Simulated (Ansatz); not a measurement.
# The cluster B5: the relaxed shape and its frontier levels

What does the cluster B5 look like as a doublet, and where do its frontier electrons sit?

Program: Ansatz 0.2.0, Gaussian basis. Level of theory: UKS PBE0-D4/def2-TZVP. These are calculated values, not measurements.

Levels to be run: a search for the lowest solution at PBE0-D4/def2-SVP; a single point at PBE0-D4/def2-TZVP; harmonic vibrations at PBE-D4/def2-SVP.

1 further run of the same task is left out (it didn't finish).

**1. The relaxed structure**

The doublet was relaxed beforehand with PBE-D4/def2-SVP. At that level it is the lowest of the isomers that a small search found.

5 atoms, charge 0, spin multiplicity 2.

Atoms are counted from 1 here; the program's logs count them from 0.

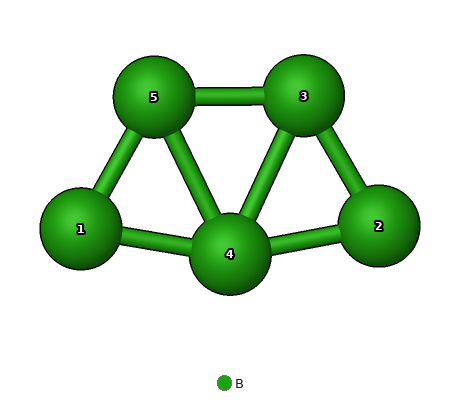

The structure; boron green; atoms are numbered from 1 in the order of the file.

Bonds by kind at the end (by distance):

| bond | count | shortest (Å) | longest (Å) |
| --- | --- | --- | --- |
| B–B | 7 | 1.581 | 1.839 |

**2. Searching for the lowest solution, PBE0-D4/def2-SVP**

start.molden holds the orbitals of an earlier run on this state, given as this run's starting guess.

in.yaml

```yaml
crystal:
  periodic: [false, false, false]
  atoms:
    - {symbol: B, position_ang: [-1.496913, -0.694550, -0.124495]}
    - {symbol: B, position_ang: [1.630420, -0.282437, 0.027995]}
    - {symbol: B, position_ang: [0.663921, 0.974962, 0.121220]}
    - {symbol: B, position_ang: [0.104370, -0.766880, -0.068404]}
    - {symbol: B, position_ang: [-0.901797, 0.768895, 0.043685]}
basis:
  gaussian: {orbitals: def2-SVP, initial_orbitals: start.molden}
magnetization: {spin_polarized: true, initial_magnetization: 1}
hamiltonian: {xc: pbe0, dispersion: d4}
output: {orbitals: {seedname: orbitals}}
```

On the command line:

```console
$ ansatz run in.yaml --threads 4 --pin off --events-out ev --progress --plain --max-ram 3916MiB
```

Log:

```text
Functional definition: PBE0
  name "PBE0"
  cite "Adamo & Barone, J. Chem. Phys. 110, 6158 (1999) doi:10.1063/1.478522"
  cite "Perdew, Burke & Ernzerhof, Phys. Rev. Lett. 77, 3865 (1996) doi:10.1103/PhysRevLett.77.3865"
  parent pbe
  parameter a = 0.25
  parameter kappa = 0.804
  parameter beta = 0.06672455060314922
  exchange = (1 - a)*pbe_x(kappa = kappa, mu = beta*pi^2/3) + a*exact_x
  correlation = pbe_c(beta = beta)
770 factors; their error is unknown
mean field evaluation 1: about -3317.9708 eV, gradient 5.5e1 eV
mean field evaluation 2: about -3336.8931 eV, gradient 3.1e1 eV
mean field evaluation 4: about -3363.4211 eV, gradient 7.8e0 eV
mean field evaluation 8: about -3366.0534 eV, gradient 2.4e-3 eV
mean field evaluation 16: about -3365.7903 eV, gradient 4.9e0 eV
mean field evaluation 32: about -3366.0414 eV, gradient 1.9e-4 eV
mean field -3366.04140389 eV, -123.6997400081 hartree, gradient 1.4e-5 eV, S^2 0.979150; 1 other end points of the search recorded, 0 dependent functions left out
reference -3366.04142629 eV, -123.6997408312 hartree; 13, 12 occupied and 57, 58 virtual orbitals, 770 factors
Total energy: -3366.15200667 eV, -123.7038045854 hartree
```

Run time: 2 s. Hardware: 4 threads of Arm Neoverse N1, shared host.

From the report: HOMO -7.26 eV, LUMO -3.81 eV (over both spins); ⟨S²⟩ 0.979 (pure: 0.75). Doubts: spin contamination.

**3. Single point, PBE0-D4/def2-TZVP**

Edit in.yaml of step 2 so:

```diff
@@ -9,5 +9,6 @@
 basis:
-  gaussian: {orbitals: def2-SVP, initial_orbitals: start.molden}
+  gaussian: {orbitals: def2-TZVP, initial_orbitals: start.molden}
 magnetization: {spin_polarized: true, initial_magnetization: 1}
 hamiltonian: {xc: pbe0, dispersion: d4}
-output: {orbitals: {seedname: orbitals}}
+scf: {omitted_lower_state_checks: [starts]}
+output: {forces: true, orbitals: {seedname: orbitals}}
```

Launched as before.

Log (excerpt; [...] marks lines left out):

```text
Functional definition: PBE0
  name "PBE0"
  cite "Adamo & Barone, J. Chem. Phys. 110, 6158 (1999) doi:10.1063/1.478522"
  cite "Perdew, Burke & Ernzerhof, Phys. Rev. Lett. 77, 3865 (1996) doi:10.1103/PhysRevLett.77.3865"
  parent pbe
[...]
845 factors; their error is unknown
[...]
mean field -3369.53101313 eV, -123.8279807825 hartree, gradient 2.4e-5 eV, S^2 0.980349; 0 other end points of the search recorded, 0 dependent functions left out
[...]
reference -3369.53104119 eV, -123.8279818137 hartree; 13, 12 occupied and 142, 143 virtual orbitals, 845 factors
Total energy: -3369.64162158 eV, -123.8320455679 hartree
Atom 0 at    -1.496913    -0.694550    -0.124495 Å, force     0.601376     0.454944     0.073434 eV/Å
Atom 1 at     1.630420    -0.282437     0.027995 Å, force    -0.703765     0.280928     0.012150 eV/Å
Atom 2 at     0.663921     0.974962     0.121220 Å, force    -0.392411    -0.567874    -0.074836 eV/Å
Atom 3 at     0.104370    -0.766880    -0.068404 Å, force    -0.036238     0.281370     0.013562 eV/Å
Atom 4 at    -0.901797     0.768895     0.043685 Å, force     0.531038    -0.449368    -0.024310 eV/Å
Dipole moment:    -0.010275     0.074467     0.008583 e Å
Checks for a lower state left out: starts
```

Run time: 3.5 s. Hardware: 4 threads of Arm Neoverse N1, shared host.

From the report: HOMO -7.27 eV, LUMO -3.78 eV (over both spins); ⟨S²⟩ 0.980 (pure: 0.75). Doubts: spin contamination.

Mulliken charges, from this run's orbitals:

| atom | value (e) |
| --- | --- |
| B1 | 0.04 |
| B2 | 0.04 |
| B3 | 0.02 |
| B4 | -0.10 |
| B5 | 0.02 |

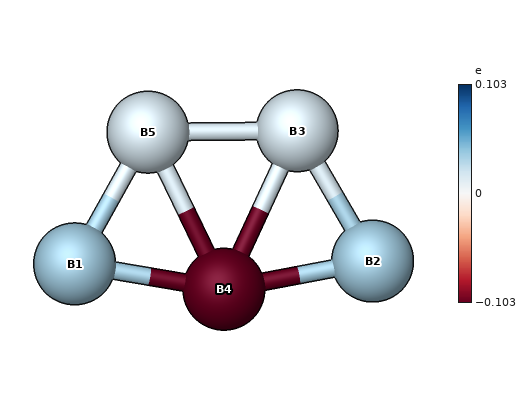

Mulliken charges, from this run's orbitals, as colours on the atoms.

Mulliken spin populations:

| atom | value (e) |
| --- | --- |
| B1 | 0.70 |
| B2 | 0.70 |
| B3 | -0.15 |
| B4 | -0.10 |
| B5 | -0.15 |

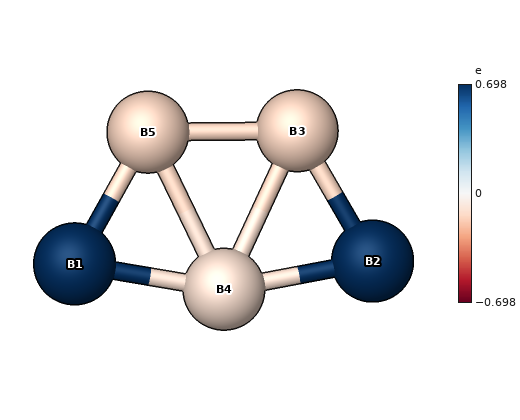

Mulliken spin populations, as colours on the atoms.

Largest Mayer bond orders: B3–B5 1.24; B1–B5 1.23; B2–B3 1.23; B1–B4 1.15; B2–B4 1.15; B3–B4 0.61; B4–B5 0.61; B1–B3 0.24; B2–B5 0.24; B1–B2 0.20.

Orbitals, density, ELF and potential are computed afterwards from the orbital file.

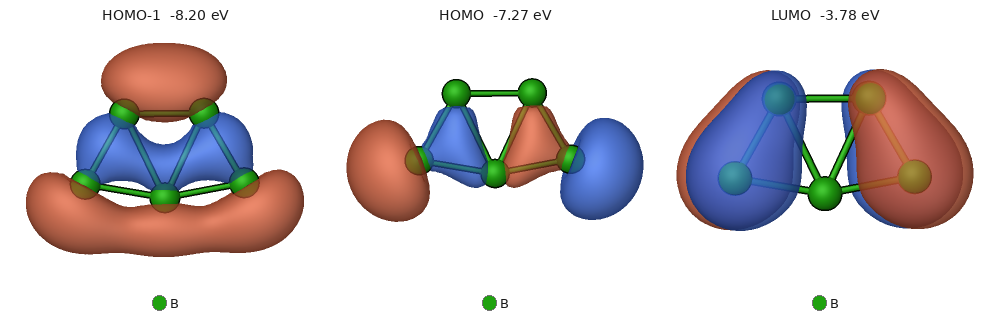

PBE0-D4/def2-TZVP orbitals (alpha spin) near the gap, drawn at the value that encloses 70 % of each; the two colours are the two signs.

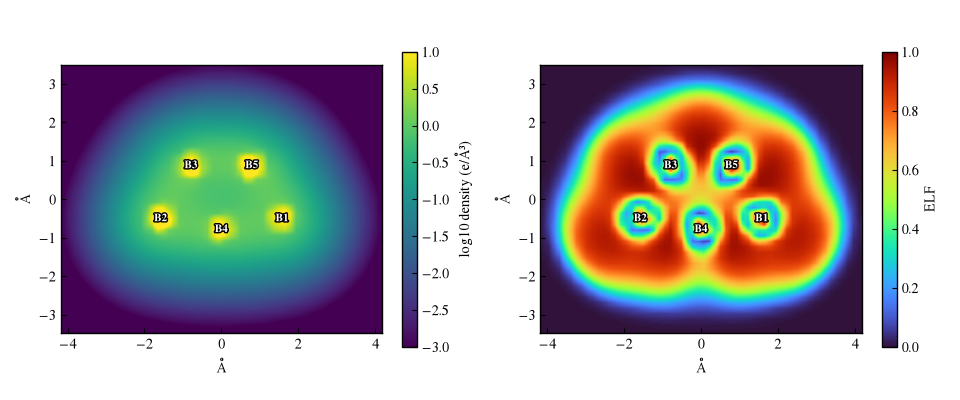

Density (left) and ELF (right) in a plane through or near 5 of the atoms.

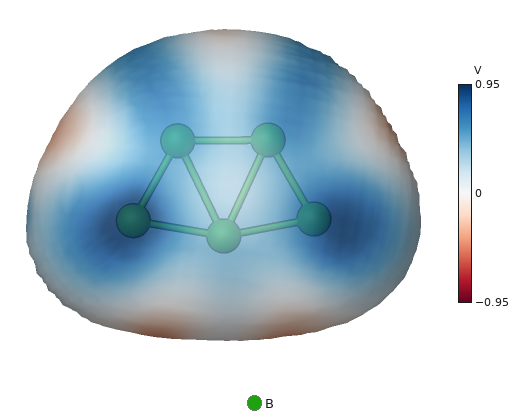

The potential that a unit positive charge feels on the 0.002 e/bohr³ surface, from the 1st to the 99th percentile, from -0.36 to 0.95 V.

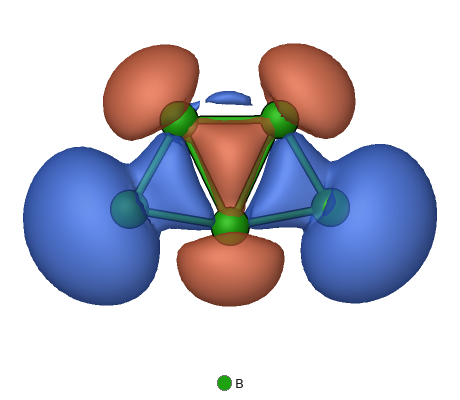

Spin density at ±0.02 e/Å³ (alpha excess blue, beta excess red).

**4. Harmonic vibrations**

Edit in.yaml of step 3 so:

```diff
@@ -9,6 +9,6 @@
 basis:
-  gaussian: {orbitals: def2-TZVP, initial_orbitals: start.molden}
+  gaussian: {orbitals: def2-SVP}
 magnetization: {spin_polarized: true, initial_magnetization: 1}
-hamiltonian: {xc: pbe0, dispersion: d4}
+hamiltonian: {xc: pbe, dispersion: d4}
 scf: {omitted_lower_state_checks: [starts]}
-output: {forces: true, orbitals: {seedname: orbitals}}
+phonons: {temperatures: {t_min: 298.15, t_max: 900, t_step: 200}}
```

The command is unchanged.

Log (excerpt; [...] marks lines left out):

```text
Functional definition: PBE
  name "PBE"
  cite "Perdew, Burke & Ernzerhof, Phys. Rev. Lett. 77, 3865 (1996) doi:10.1103/PhysRevLett.77.3865"
  parent pbe
[...]
770 factors; their error is unknown
[...]
mean field -3365.66376546 eV, -123.6858620519 hartree, gradient 2.9e-5 eV, S^2 0.859219; 0 other end points of the search recorded, 0 dependent functions left out
[...]
reference -3365.66379507 eV, -123.6858631400 hartree; 13, 12 occupied and 57, 58 virtual orbitals, 770 factors
[...]
770 factors; their error is unknown
mean field -3365.66367049 eV, -123.6858585618 hartree, gradient 2.1e-6 eV, S^2 0.858802; 0 other end points of the search recorded, 0 dependent functions left out
[...]
reference -3365.66370010 eV, -123.6858596497 hartree; 13, 12 occupied and 57, 58 virtual orbitals, 770 factors
[...]
770 factors; their error is unknown
[...]
770 factors; their error is unknown
mean field -3365.66375828 eV, -123.6858617881 hartree, gradient 2.5e-6 eV, S^2 0.859211; 0 other end points of the search recorded, 0 dependent functions left out
[...]
reference -3365.66378789 eV, -123.6858628762 hartree; 13, 12 occupied and 57, 58 virtual orbitals, 770 factors
Total energy: -3365.79683496 eV, -123.6907522658 hartree
Atom 0 at    -1.496913    -0.694550    -0.124495 Å, force    -0.002134     0.003179     0.005115 eV/Å
Atom 1 at     1.630420    -0.282437     0.027995 Å, force    -0.000346     0.001213     0.007182 eV/Å
Atom 2 at     0.663921     0.974962     0.121220 Å, force     0.000458     0.000429    -0.003150 eV/Å
Atom 3 at     0.104370    -0.766880    -0.068404 Å, force     0.002470    -0.002051    -0.010024 eV/Å
Atom 4 at    -0.901797     0.768895     0.043685 Å, force    -0.000447    -0.002770     0.000877 eV/Å
Dipole moment:    -0.006654     0.047794     0.006305 e Å
Vibrations: 256.88 336.70 486.10 613.12 726.96 948.65 1029.60 1184.84 1313.67 cm⁻¹, zero-point energy 0.427530 eV
Checks for a lower state left out: starts
```

Run time: 20 s. Hardware: 4 threads of Arm Neoverse N1, shared host.

Motions are named by where the mode's potential energy lies. The modes, unscaled (a negative number is an imaginary wavenumber):

| mode | cm⁻¹ | motion |
| --- | --- | --- |
| 1 | 257 | out-of-plane bend |
| 2 | 337 | out-of-plane bend |
| 3 | 486 | bend |
| 4 | 613 | bend |
| 5 | 727 | bend with B–B stretch |
| 6 | 949 | B–B stretch |
| 7 | 1030 | B–B stretch with bend |
| 8 | 1185 | B–B stretch with bend |
| 9 | 1314 | B–B stretch with bend |

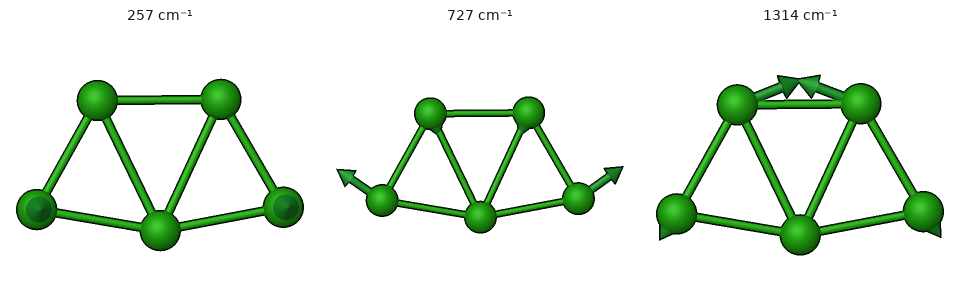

How the atoms move in 3 of the modes.

**5. Outcome**

```
                                         quantity                          value
                                      point group                            C2v
                                   commonest bond  B–B, 7 of mean length 1.664 Å
HOMO, LUMO at PBE0-D4/def2-TZVP (over both spins)                -7.27, -3.78 eV
                                             ⟨S²⟩                          0.980
                       lowest, highest wavenumber                 257, 1314 cm⁻¹
```

In words: All wavenumbers are real: a minimum at this level. The alpha HOMO lies nearest to B1, B2 about 44 % each; B4 6 % and the alpha LUMO to B1, B2 about 35 % each; B3, B5 about 13 % each. Doubts on the single point: spin contamination. Whether this spin is the lowest isn't tested here.
